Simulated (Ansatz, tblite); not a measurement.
# B(NH2Me)Me3 (C₄H₁₄BN): a ladder of methods and basis sets, part 1 of 2

How do method and basis change the picture of B(NH2Me)Me3 (C₄H₁₄BN) (singlet)?

Method: as each input shows; program: Ansatz 0.2.0, Gaussian basis.

The runs, in order: GFN1-xTB, GFN2-xTB, PBE-D4/def2-TZVP, r2SCAN-D4/def2-TZVP, BLYP-D4/def2-TZVP, ωB97X-V/def2-TZVP, HSE06-D4/def2-TZVP, PBE-D4/def2-SVP, PBE0-D4/def2-SVP, HF/STO-3G, CCSD(T)/def2-SVP, MP2/def2-TZVP.

2 further runs of the same task are left out: 2 set aside as unsound or not needed. Runs told in other sessions of the task aren't counted.

## Step 1: The structure

The geometry is that of the singlet, from an earlier relaxation (PBE-D4/def2-SVP).

20 atoms, charge 0, spin multiplicity 1.

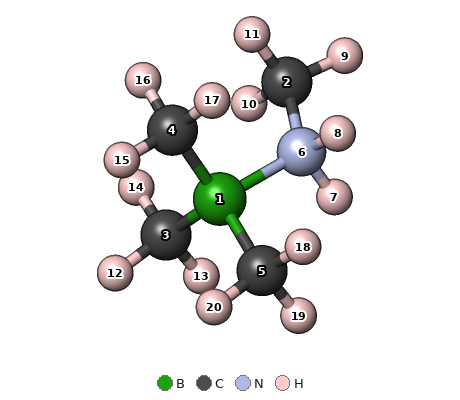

The geometry (boron green, carbon dark grey, nitrogen light blue, hydrogen pink); atoms are numbered from 1 in the order of the file.

PBE0-D4/def2-TZVP was run before; its log isn't repeated, and its numbers join the tables.

## Step 2: GFN1-xTB

Tight binding, by tblite at 300 K electronic temperature and without a spin-polarisation term:

```python
tblite.interface.Calculator('GFN1-xTB', numbers, positions, charge=0, uhf=0).singlepoint()
```

Energy -562.5211 eV, HOMO -11.22 eV, LUMO -4.43 eV; 0.01 s.

## Step 3: GFN2-xTB

Tight binding, by tblite at 300 K electronic temperature and without a spin-polarisation term:

```python
tblite.interface.Calculator('GFN2-xTB', numbers, positions, charge=0, uhf=0).singlepoint()
```

Energy -539.7970 eV, HOMO -9.76 eV, LUMO -1.08 eV; 0.006 s.

## Step 4: PBE-D4/def2-TZVP

start.molden holds the orbitals of an earlier run on this state, given as this run's starting guess.

in.yaml reads:

```yaml
crystal:
  periodic: [false, false, false]
  atoms:
    - {symbol: B, position_ang: [-0.120003, -0.197000, -0.466911]}
    - {symbol: C, position_ang: [0.548240, 0.902339, 1.925927]}
    - {symbol: C, position_ang: [1.440198, -0.227886, -0.930115]}
    - {symbol: C, position_ang: [-0.923820, 1.146194, -0.913740]}
    - {symbol: C, position_ang: [-0.920844, -1.570149, -0.829952]}
    - {symbol: N, position_ang: [-0.116790, -0.210042, 1.218516]}
    - {symbol: H, position_ang: [0.305457, -1.110248, 1.493882]}
    - {symbol: H, position_ang: [-1.106911, -0.271354, 1.502030]}
    - {symbol: H, position_ang: [0.484972, 0.793506, 3.027170]}
    - {symbol: H, position_ang: [1.609040, 0.935592, 1.619009]}
    - {symbol: H, position_ang: [0.073407, 1.852292, 1.621314]}
    - {symbol: H, position_ang: [1.490493, -0.341786, -2.034451]}
    - {symbol: H, position_ang: [2.016100, -1.086388, -0.511726]}
    - {symbol: H, position_ang: [2.011746, 0.698731, -0.697089]}
    - {symbol: H, position_ang: [-1.053044, 1.143715, -2.017532]}
    - {symbol: H, position_ang: [-0.402329, 2.100358, -0.674443]}
    - {symbol: H, position_ang: [-1.952925, 1.215626, -0.489610]}
    - {symbol: H, position_ang: [-1.968539, -1.593758, -0.447830]}
    - {symbol: H, position_ang: [-0.416726, -2.494749, -0.462170]}
    - {symbol: H, position_ang: [-0.997733, -1.685002, -1.932290]}
basis:
  gaussian: {orbitals: def2-TZVP, initial_orbitals: start.molden}
hamiltonian: {xc: pbe, dispersion: d4}
scf: {omitted_lower_state_checks: [starts]}
output: {forces: true, orbitals: {seedname: orbitals}}
```

Command:

```bash
ansatz run in.yaml --threads 4 --pin off --events-out ev --progress --plain --max-ram 4787MiB
```

The program printed, shortened:

```text
Functional definition: PBE
  name "PBE"
  cite "Perdew, Burke & Ernzerhof, Phys. Rev. Lett. 77, 3865 (1996) doi:10.1103/PhysRevLett.77.3865"
  parent pbe
[...]
1660 factors; their error is unknown
[...]
mean field -6536.73613066 eV, -240.2206220428 hartree, gradient 1.3e-5 eV, S^2 0.000000; 0 other end points of the search recorded, 0 dependent functions left out
[...]
reference -6536.73618290 eV, -240.2206239626 hartree; 25, 25 occupied and 245, 245 virtual orbitals, 1660 factors
Total energy: -6537.16360211 eV, -240.2363313289 hartree
Atom 0 at    -0.120003    -0.197000    -0.466911 Å, force     0.015692     0.025947    -0.014601 eV/Å
Atom 1 at     0.548240     0.902339     1.925927 Å, force     0.197454     0.331863     0.142286 eV/Å
Atom 2 at     1.440198    -0.227886    -0.930115 Å, force     0.158587     0.002949    -0.101444 eV/Å
Atom 3 at    -0.923820     1.146194    -0.913740 Å, force    -0.076622     0.139947    -0.099292 eV/Å
Atom 4 at    -0.920844    -1.570149    -0.829952 Å, force    -0.083524    -0.143320    -0.093983 eV/Å
Atom 5 at    -0.116790    -0.210042     1.218516 Å, force    -0.186312    -0.313867     0.036950 eV/Å
Atom 6 at     0.305457    -1.110248     1.493882 Å, force    -0.051774     0.203267    -0.038194 eV/Å
Atom 7 at    -1.106911    -0.271354     1.502030 Å, force     0.203227     0.051496    -0.038359 eV/Å
Atom 8 at     0.484972     0.793506     3.027170 Å, force     0.003790     0.007276    -0.301836 eV/Å
Atom 9 at     1.609040     0.935592     1.619009 Å, force    -0.281342    -0.036057     0.081327 eV/Å
Atom 10 at     0.073407     1.852292     1.621314 Å, force     0.101000    -0.264864     0.081185 eV/Å
Atom 11 at     1.490493    -0.341786    -2.034451 Å, force     0.000672     0.025579     0.273700 eV/Å
Atom 12 at     2.016100    -1.086388    -0.511726 Å, force    -0.131748     0.205490    -0.097633 eV/Å
Atom 13 at     2.011746     0.698731    -0.697089 Å, force    -0.138589    -0.233384    -0.052543 eV/Å
Atom 14 at    -1.053044     1.143715    -2.017532 Å, force     0.023169     0.010639     0.273797 eV/Å
Atom 15 at    -0.402329     2.100358    -0.674443 Å, force    -0.133562    -0.235522    -0.054324 eV/Å
Atom 16 at    -1.952925     1.215626    -0.489610 Å, force     0.244135    -0.010956    -0.098492 eV/Å
Atom 17 at    -1.968539    -1.593758    -0.447830 Å, force     0.247604     0.001526    -0.090173 eV/Å
Atom 18 at    -0.416726    -2.494749    -0.462170 Å, force    -0.123115     0.216858    -0.086606 eV/Å
Atom 19 at    -0.997733    -1.685002    -1.932290 Å, force     0.011257     0.015132     0.278234 eV/Å
Dipole moment:     0.025015     0.031611     0.950183 e Å
Checks for a lower state left out: starts
```

Wall time 4.3 s (4 threads of Arm Neoverse V1, shared host).

From the report: HOMO -6.04 eV, LUMO -0.57 eV.

## Step 5: r2SCAN-D4/def2-TZVP

in.yaml: that of step 4 with these lines changed.

```diff
@@ -25,4 +25,4 @@
   gaussian: {orbitals: def2-TZVP, initial_orbitals: start.molden}
-hamiltonian: {xc: pbe, dispersion: d4}
+hamiltonian: {xc: r2scan, dispersion: d4}
 scf: {omitted_lower_state_checks: [starts]}
-output: {forces: true, orbitals: {seedname: orbitals}}
+output: {orbitals: {seedname: orbitals}}
```

Same command.

The program printed:

```text
Functional definition: r2SCAN
  name "r2SCAN"
  cite "Furness, Kaplan, Ning, Perdew & Sun, J. Phys. Chem. Lett. 11, 8208 (2020) doi:10.1021/acs.jpclett.0c02405"
  cite "Furness, Kaplan, Ning, Perdew & Sun, J. Phys. Chem. Lett. 11, 9248 (2020) doi:10.1021/acs.jpclett.0c03077"
  parent r2scan
  parameter k0 = 0.174
  parameter k1 = 0.065
  parameter a1 = 4.9479
  exchange = r2scan_x(k0 = k0, k1 = k1, a1 = a1)
  correlation = r2scan_c
these checks for a lower state are left out or cut short: starts
1660 factors; their error is unknown
mean field evaluation 1: about -6542.1041 eV, gradient 5.2e0 eV
mean field evaluation 2: about -6542.1480 eV, gradient 3.9e-2 eV
mean field evaluation 4: about -6542.1044 eV, gradient 4.7e-4 eV
mean field -6542.10439273 eV, -240.4179020353 hartree, gradient 1.8e-5 eV, S^2 0.000000; 0 other end points of the search recorded, 0 dependent functions left out
reference -6542.10440713 eV, -240.4179025644 hartree; 25, 25 occupied and 245, 245 virtual orbitals, 1660 factors
Total energy: -6542.22149503 eV, -240.4222054654 hartree
Checks for a lower state left out: starts
```

Wall time 7 s (4 threads of Arm Neoverse V1, shared host).

From the report: HOMO -6.29 eV, LUMO 0.06 eV.

## Step 6: BLYP-D4/def2-TZVP

in.yaml: that of step 5 with these lines changed.

```diff
@@ -25,3 +25,3 @@
   gaussian: {orbitals: def2-TZVP, initial_orbitals: start.molden}
-hamiltonian: {xc: r2scan, dispersion: d4}
+hamiltonian: {xc: {name: BLYP}, dispersion: d4}
 scf: {omitted_lower_state_checks: [starts]}
```

The command is unchanged.

The program printed:

```text
Functional definition: BLYP
  name "BLYP"
  cite "Becke, Phys. Rev. A 38, 3098 (1988) doi:10.1103/PhysRevA.38.3098"
  cite "Lee, Yang & Parr, Phys. Rev. B 37, 785 (1988) doi:10.1103/PhysRevB.37.785"
  parameter beta = 0.0042
  parameter a = 0.04918
  parameter b = 0.132
  parameter c = 0.2533
  parameter d = 0.349
  exchange = b88_x(beta = beta)
  correlation = lyp_c(a = a, b = b, c = c, d = d)
these checks for a lower state are left out or cut short: starts
1660 factors; their error is unknown
mean field evaluation 1: about -6541.9217 eV, gradient 1.6e1 eV
mean field evaluation 2: about -6542.2435 eV, gradient 2.5e-1 eV
mean field evaluation 4: about -6542.1859 eV, gradient 7.1e-4 eV
mean field -6542.18587731 eV, -240.4208965382 hartree, gradient 6.8e-6 eV, S^2 0.000000; 0 other end points of the search recorded, 0 dependent functions left out
reference -6542.18633129 eV, -240.4209132216 hartree; 25, 25 occupied and 245, 245 virtual orbitals, 1660 factors
Total energy: -6543.12012688 eV, -240.4552295766 hartree
Checks for a lower state left out: starts
```

Run time: 3.5 s. Hardware: 4 threads of Arm Neoverse V1, shared host.

HOMO -5.95 eV, LUMO -0.59 eV.

## Step 7: ωB97X-V/def2-TZVP

in.yaml: that of step 6 with these lines changed.

```diff
@@ -25,3 +25,3 @@
   gaussian: {orbitals: def2-TZVP, initial_orbitals: start.molden}
-hamiltonian: {xc: {name: BLYP}, dispersion: d4}
+hamiltonian: {xc: {name: wB97X-V}}
 scf: {omitted_lower_state_checks: [starts]}
```

Same command.

The program printed, shortened:

```text
Functional definition: wB97X-V
  name "wB97X-V"
  cite "Mardirossian & Head-Gordon, Phys. Chem. Chem. Phys. 16, 9904 (2014) doi:10.1039/C3CP54374A"
  cite "Becke, J. Chem. Phys. 107, 8554 (1997) doi:10.1063/1.475007"
  cite "Vydrov & Van Voorhis, J. Chem. Phys. 133, 244103 (2010) doi:10.1063/1.3521275"
[...]
      + integral(e_c_pw_opposite_spin*poly(b97_u_opposite, cos0, cos1)) + vv10(b, c)
[...]
1660 factors; their error is unknown
524 factors; integrals over basis functions are off by at most 8.0e-6 eV
[...]
mean field -6544.53599061 eV, -240.5072616090 hartree, gradient 9.7e-6 eV, S^2 0.000000; 0 other end points of the search recorded, 0 dependent functions left out
reference -6544.53598820 eV, -240.5072615205 hartree; 25, 25 occupied and 245, 245 virtual orbitals, 1660 factors
Total energy: -6544.53598820 eV, -240.5072615205 hartree
Checks for a lower state left out: starts
```

Wall time 13 s (4 threads of Arm Neoverse V1, shared host); peak memory 0.97 GiB.

HOMO -9.75 eV, LUMO 2.13 eV.

## Step 8: HSE06-D4/def2-TZVP

in.yaml: that of step 7 with these lines changed.

```diff
@@ -25,3 +25,3 @@
   gaussian: {orbitals: def2-TZVP, initial_orbitals: start.molden}
-hamiltonian: {xc: {name: wB97X-V}}
+hamiltonian: {xc: hse06, dispersion: d4}
 scf: {omitted_lower_state_checks: [starts]}
```

Same command.

The program printed, shortened:

```text
Functional definition: HSE06
  name "HSE06"
  cite "Heyd, Scuseria & Ernzerhof, J. Chem. Phys. 118, 8207 (2003) doi:10.1063/1.1564060"
  cite "Krukau, Vydrov, Izmaylov & Scuseria, J. Chem. Phys. 125, 224106 (2006) doi:10.1063/1.2404663"
  cite "Heyd & Scuseria, J. Chem. Phys. 120, 7274 (2004) doi:10.1063/1.1668634"
  cite "Ernzerhof & Perdew, J. Chem. Phys. 109, 3313 (1998) doi:10.1063/1.476928"
  cite "Perdew, Burke & Ernzerhof, Phys. Rev. Lett. 77, 3865 (1996) doi:10.1103/PhysRevLett.77.3865"
  parent pbe
[...]
  # The whole range is PBE's own exchange, as in plane waves. The composition of these papers is wPBEh.
[...]
1660 factors; their error is unknown
136 factors; integrals over basis functions are off by at most 2.7e-7 eV
[...]
mean field -6537.60725714 eV, -240.2526353504 hartree, gradient 2.7e-5 eV, S^2 0.000000; 0 other end points of the search recorded, 0 dependent functions left out
reference -6537.60730871 eV, -240.2526372455 hartree; 25, 25 occupied and 245, 245 virtual orbitals, 1660 factors
Total energy: -6537.94195172 eV, -240.2649351496 hartree
Checks for a lower state left out: starts
```

Run time: 4.8 s. Hardware: 4 threads of Arm Neoverse V1, shared host; peak memory 0.8 GiB.

Report: HOMO -6.94 eV, LUMO -0.10 eV.

(Continued in part 2 of 2.)
